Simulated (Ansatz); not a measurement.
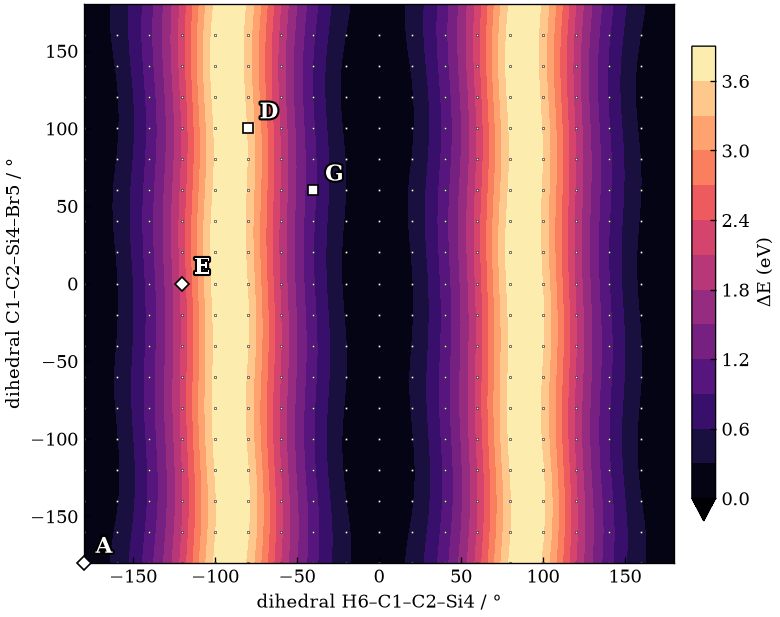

C₂H₄BrFSi, SMILES C=C(F)[SiH2]Br. Coordinates scanned: (1) dihedral H6–C1–C2–Si4; (2) dihedral C1–C2–Si4–Br5. Nothing is relaxed (all other coordinates rigid). Grid: 18 × 18 points. Energies: eV, counted from the lowest grid point. The dihedral twists a double bond; near 90° a spin-restricted reference is unreliable. Theory: RHF/def2-SVP (Ansatz 0.2.0).

Drawn: filled contours, dots at the grid points, lettered points. Between grid points the surface is interpolated.

Q: What kind of point is each of A, E, G: minimum, saddle, maximum or slope?

A: A: saddle point; E: on a slope; G: on a slope. (In these two coordinates alone; a stationary point may lie a little off the grid point.)

Q: Rank the lettered points by energy, lowest first.

A: A (0.13 eV), G (0.96 eV), E (2.19 eV), D (3.56 eV).
